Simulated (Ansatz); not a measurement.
```csv
atom,x (Å),y (Å),z (Å)
O,-0.6742,-0.1740,1.4016
Si,0.0738,0.1319,-0.0289
O,0.7786,-1.2790,-0.4942
F,1.1919,1.2881,0.0991
Cl,-1.2982,0.8353,-1.4105
H,-1.5036,0.3203,1.5400
H,1.4930,-1.1906,-1.1526
```

These are results of RKS PBE/6-31G* (Ansatz), not measurements.

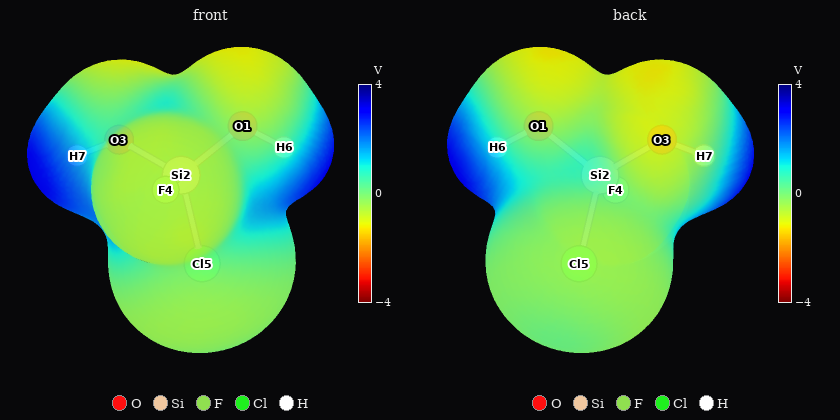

ClFH$_{2}$O$_{2}$Si (SMILES O[Si](O)(F)Cl). The electrostatic potential painted on the density surface at 0.002 e/bohr³, seen from the front and from behind; red is negative and blue positive.

### Where is the surface potential most negative and most positive?

The most negative region (about −1.2 V, or −28 kcal/mol for a unit charge) lies over O1 and O3, the most positive (about +3.1 V, or +71 kcal/mol for a unit charge) over H6 and H7.
